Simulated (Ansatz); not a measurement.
# SrB4Au3: relaxing a made-up structure, part 2 of 2

Starting from a made-up structure for SrB4Au3, the aim is the relaxed cell, its shortest contacts and, where a second run follows, its electronic structure.

Ansatz 0.2.0; DFT, PBE, plane-wave PAW, files of the set soft_1, scalar-relativistic, no spin, cell and ions relaxed at zero pressure; PAW set soft_1 (the session's first sound run).

So far: Starting point; Relaxation of the guess. The relaxed cell has a = 4.303, c = 6.467 Å (conventional setting).

### Step 3. Bands of the relaxed cell

With the geometry fixed, one more self-consistent run, with a narrower smearing and the mesh shown in its input, gives the bands, and its pressure, and its forces where symmetry allows any, show how far the geometry depends on these settings.

This step: DFT, PBE, plane-wave PAW, files of the set soft_1, scalar-relativistic, no spin, bands and density of states at the relaxed cell; PAW set soft_1 (Ansatz 0.2.0).

The input, input.yaml:

```yaml
crystal:
  lattice:
    - [4.3029240963, 0.0, 0.0]
    - [0.0, 4.3029240963, 0.0]
    - [0.0, 0.0, 6.466613399]
  atoms:
    - { symbol: Au, position: [0.0, 0.0, 0.0] }
    - { symbol: Au, position: [0.5, 0.5, 0.7489008003] }
    - { symbol: Au, position: [0.5, 0.5, 0.2510991997] }
    - { symbol: Sr, position: [0.0, 0.0, 0.5] }
    - { symbol: B, position: [0.5, 0.0, 0.8655413312] }
    - { symbol: B, position: [0.5, 0.0, 0.1344586688] }
    - { symbol: B, position: [0.0, 0.5, 0.8655413312] }
    - { symbol: B, position: [0.0, 0.5, 0.1344586688] }
kpoints:
  mp_grid: { grid: [8, 8, 6] }
  band_path:
    path:
      - [[0.0, 0.0, 0.0], [0.0, 0.5, 0.0], [0.5, 0.5, 0.0], [0.0, 0.0, 0.0], [0.0, 0.0, 0.5], [0.0, 0.5, 0.5], [0.5, 0.5, 0.5], [0.0, 0.0, 0.5]]
      - [[0.0, 0.5, 0.0], [0.0, 0.5, 0.5]]
      - [[0.5, 0.5, 0.0], [0.5, 0.5, 0.5]]
    npoints: 8
scf:
  occupations: { method: fermi_dirac, width: 0.03 }
  n_extra_bands: 12
hamiltonian:
  xc: pbe
  pseudopotentials: { kind: paw, azcp: { folder: soft_1 } }
output:
  forces: true
  stress: true
  write_bands: true
  dos: { projected: true }
  write_density: true
  write_potential: true
  elf: true
  volumetric_format: npy
```

Command:

```sh
> ansatz run input.yaml --threads 4 --pin off --max-ram 10240MiB --backend cpu --events-out ev --progress --plain --runs-dir out
```

Numbers of over 12 decimals in the logs are rounded to 6 here.

The program printed:

```text
[...]
Crystal: 8 atoms, lattice volume = 119.730 Å³
Basis set: ecut = 420 eV, 2285 PW (Γ), exchange–correlation on 60×60×90 points (8 copies of the dense FFT grid, shifted against one another)
Bands: 52, of which v1, the nominal top of the filled ones, is band 40 counted from 1 (39 counted from 0)
Symmetry: 16 space group operations
[...]
k-points: 60 of 384
[...]
SCF iter   1: F=—  HF=-43637.666465 eV  |F-HF|=—  |Δ(HF+E_count)|=         —  Δρ=2.14e-1  dr2=1.02e2  ethr=3.10e-3  ⟨swp⟩=9.6  Hψ=15424  notcnv=0  defer=12
[...]
SCF iter  10: F=-43618.929533 eV  HF=-43618.929533 eV  |F-HF|=8.35e-9  |Δ(HF+E_count)|=   1.51e-7  Δρ=5.30e-6  dr2=3.65e-8  ethr=1.27e-10  ⟨swp⟩=18.2  Hψ=25774  notcnv=0
SCF 1 converged in 10 iterations: F = -43618.929533 eV  dr2 = 3.65e-8
[...]
NSCF: frozen V_eff on 75 k-points
SCF converged after 10 iterations
Free energy (F): -43618.929533 eV
[...]
Internal energy: -43618.921275 eV  (E = F + TS)
E sigma→0 (E₀):  -43618.925404 eV
Entropy (-TS):   -0.008258 eV (-1.032 meV/atom)
Fermi energy:    13.697884 eV
[...]
--- Forces (eV/Å), atoms counted from 1 ---
  atom   1  Au    -0.00000000     0.00000000     0.00000000
  atom   2  Au    -0.00000000     0.00000000     0.01704674
  atom   3  Au     0.00000000     0.00000000    -0.01704674
  atom   4  Sr     0.00000000     0.00000000     0.00000000
  atom   5  B     -0.00000000     0.00000000     0.06816146
  atom   6  B      0.00000000     0.00000000    -0.06816146
  atom   7  B      0.00000000     0.00000000     0.06816146
  atom   8  B      0.00000000     0.00000000    -0.06816146
  max |Σ_I F_I| component: 1.67e-16 eV/Å
--- Stress (GPa, compression-positive) ---
        0.372966       0.000000      -0.000000
        0.000000       0.372966      -0.000000
       -0.000000      -0.000000      -0.503137
  P = ⅓ Tr σ = 0.0809 GPa (0.809 kbar)
--- Band table (eV; the first three rows and the last of 60) ---
  k-point 0: bands = [... 36 lower, 12.4904, 14.3545, 14.3545, 14.7935, 14.7935, 14.9489, 14.9707, 15.0243, ... 8 higher]
  k-point 1: bands = [... 36 lower, 12.4993, 14.3731, 14.3731, 14.7551, 14.8247, 14.8581, 14.8581, 15.3543, ... 8 higher]
  k-point 2: bands = [... 36 lower, 12.5173, 13.9024, 14.4951, 14.4951, 14.6171, 14.8947, 14.8947, 15.4896, ... 8 higher]
  k-point 59: bands = [... 36 lower, 11.0689, 11.0689, 11.7744, 11.7744, 12.9689, 15.9683, 17.6082, 17.9926, ... 8 higher]
```

Run time: 12 s. Hardware: 4 threads of Arm Neoverse V1, shared host; peak memory 0.66 GiB.

Numbers from this step:

```
free energy             : -43618.9295 eV
energy at zero smearing : -43618.9254 eV
smearing term TS        : 0.008258 eV
Fermi energy            : 13.70 eV
pressure                : 0.08093 GPa
```

bands.tsv at the labelled points (eV, zero at the Fermi level; the bands that come nearest the Fermi level along the path):

```tsv
point	band 36	band 37	band 38	band 39	band 40	band 41	band 42	band 43
Γ	-2.83	-1.21	0.66	0.66	1.10	1.10	1.25	1.27
X	-2.20	-1.74	-1.34	-0.45	0.04	0.21	1.51	1.69
M	-2.58	-2.58	-2.05	-1.73	-1.73	-0.43	-0.04	3.89
Γ	-2.83	-1.21	0.66	0.66	1.10	1.10	1.25	1.27
Z	-2.26	-1.17	-0.32	0.87	0.95	0.95	1.12	1.12
R	-3.25	-1.36	-0.98	0.20	0.34	0.54	0.55	1.31
A	-3.73	-2.63	-2.63	-1.92	-1.92	-0.73	2.27	3.91
Z	-2.26	-1.17	-0.32	0.87	0.95	0.95	1.12	1.12
X	-2.20	-1.74	-1.34	-0.45	0.04	0.21	1.51	1.69
R	-3.25	-1.36	-0.98	0.20	0.34	0.54	0.55	1.31
M	-2.58	-2.58	-2.05	-1.73	-1.73	-0.43	-0.04	3.89
A	-3.73	-2.63	-2.63	-1.92	-1.92	-0.73	2.27	3.91
```

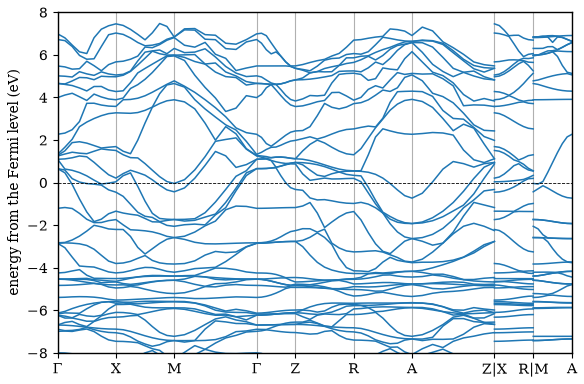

Bands along the path. 18 bands lie wholly below the window drawn.

Counts of states for the cell as run, both spins, by energy window (eV from the Fermi level):

```
from  to  total
  -8  -7   4.49
  -7  -6   7.20
  -6  -5   7.37
  -5  -4  10.32
  -4  -3   3.30
  -3  -2   2.99
  -2  -1   3.68
  -1   0   2.09
   0   1   2.65
   1   2   2.91
   2   3   2.29
   3   4   2.76
   4   5   4.03
```

A further 37.7 states lie below the table's range.

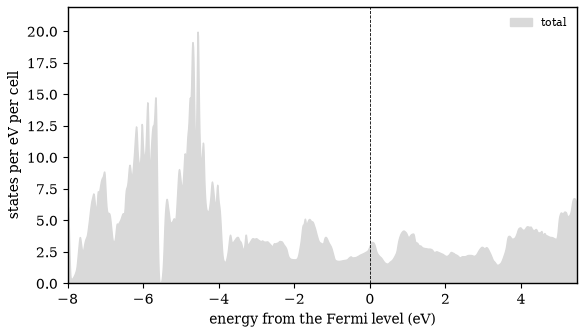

Total density of states, smoothed over about 0.04 eV.

Force by atom:

```csv
atom,x (eV/Å),y (eV/Å),z (eV/Å),size
Au1,0.0000,0.0000,0.0000,0.0000
Au2,0.0000,0.0000,0.0170,0.0170
Au3,0.0000,0.0000,-0.0170,0.0170
Sr4,0.0000,0.0000,0.0000,0.0000
B5,0.0000,0.0000,0.0682,0.0682
B6,0.0000,0.0000,-0.0682,0.0682
B7,0.0000,0.0000,0.0682,0.0682
B8,0.0000,0.0000,-0.0682,0.0682
```

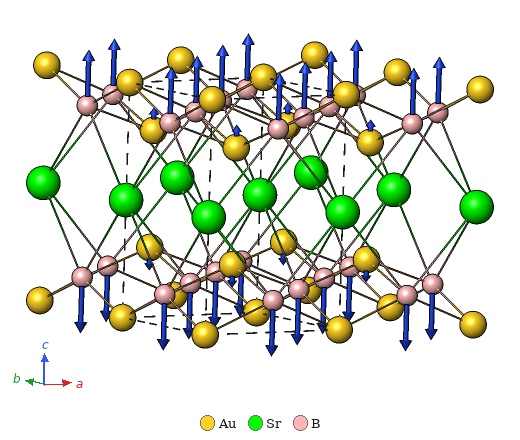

Force as arrows, the longest 0.0682 eV/Å. 2×2×1 cells are drawn. Some periodic images of atoms are drawn too.

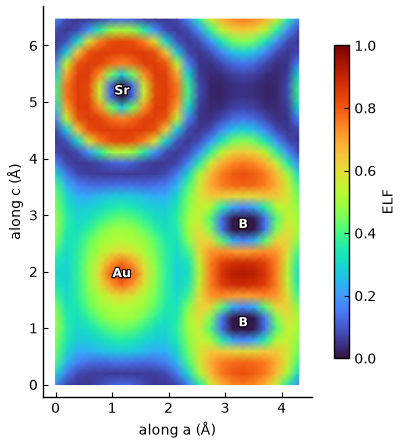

ELF in the ac plane at fractional y = 0.000, with atoms of Au and Sr and B within 0.2 Å of it. It is the smooth field of the valence electrons, not physical close to the nuclei. The map starts off the cell's origin, so that atoms lie inside it.

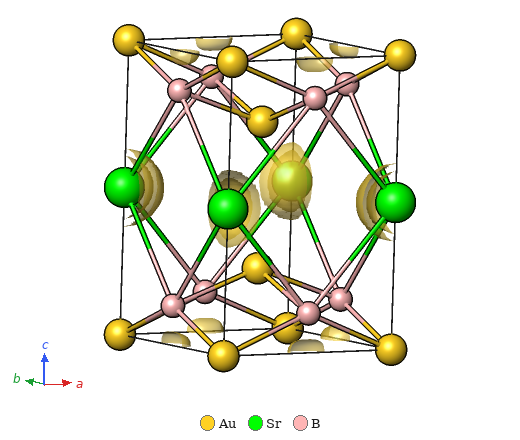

Surface of ELF = 0.84.

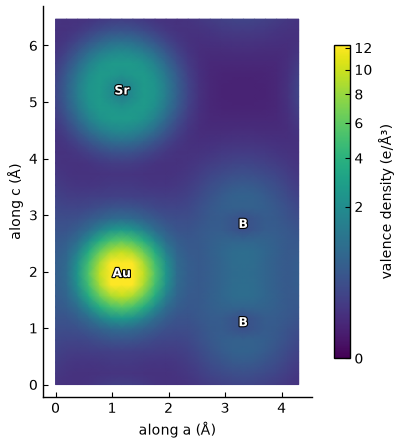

Valence density in the ac plane at fractional y = 0.000, with atoms of Au and Sr and B within 0.2 Å of it. It is the smooth field of the valence electrons, not physical close to the nuclei. The map starts off the cell's origin, so that atoms lie inside it. The colour scale is stretched toward low values.

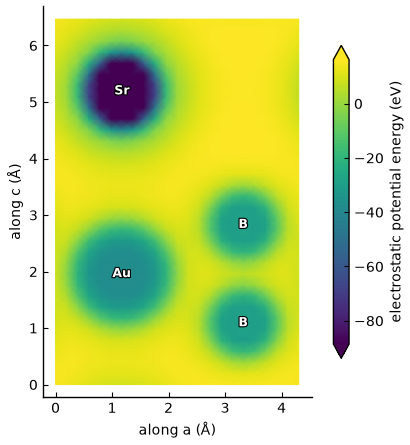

Electrostatic potential energy in the ac plane at fractional y = 0.000, with atoms of Au and Sr and B within 0.2 Å of it. With pseudopotentials it is smooth inside the atoms' cores, unlike the true potential. The map starts off the cell's origin, so that atoms lie inside it.

### Step 4. Outcome

```
space group, relaxed : P4/mmm
conventional cell    : a = 4.303, b = 4.303, c = 6.467 Å; α = 90.0°, β = 90.0°, γ = 90.0°
volume per atom      : 14.97 Å³ (guess 14.82)
```

SrB4Au3 relaxes to P4/mmm with a = 4.303, b = 4.303 and c = 6.467 Å. The guessed volume was near the relaxed one. The space group P4/mmm was held in the relaxation, so the end point is a stationary structure within it and may be a saddle against distortions or other arrangements. Bands cross the Fermi level, so it is a metal or semimetal at this level. The electron count is odd, which forces that without spin polarisation or a larger cell. On the 8×8×6 mesh with the narrower smearing (relaxed on 7×7×4) the largest force component is 0.068 eV/Å and the largest stress component is 0.503 GPa, against the relaxation's thresholds of 0.015 eV/Å and 0.05 GPa. The cutoff wasn't tested. A vector of the cell changed its length by 19 %, more than the volume shows. Spin-orbit coupling is left out, which can matter for elements this heavy. No dispersion term is used, so weakly bound directions may come out too long. Nothing here tests whether the compound is stable against decomposition.

[Logs are printed without paths, hosts, clocks, repeated set-up lines and the standing remarks that a program may print on its own settings, such as how far it seeks lower states.]

[Hosts, paths, dates, database ids (printed as entryN), source tags and the programs' standing remarks are cut or masked in the printed files.]
